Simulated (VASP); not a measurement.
Band structure of CaO (rock salt). These are r2SCAN+rVV10, VASP's PBE PAW potentials (set 64) (plane waves; VASP) values and carry that method's errors.

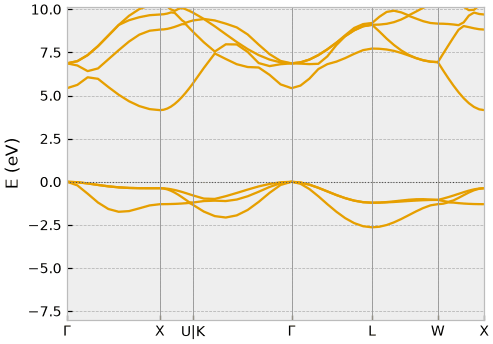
*Bands along high-symmetry lines, zero at the valence-band maximum or, without a gap, the Fermi level*

Task: Read the plot: is there a gap, and where are the band edges?

Result: The gap is indirect, 4.15 eV, from the valence maximum at Γ to the conduction minimum at X.

The compound is CaO in the rock salt structure. It was relaxed first.
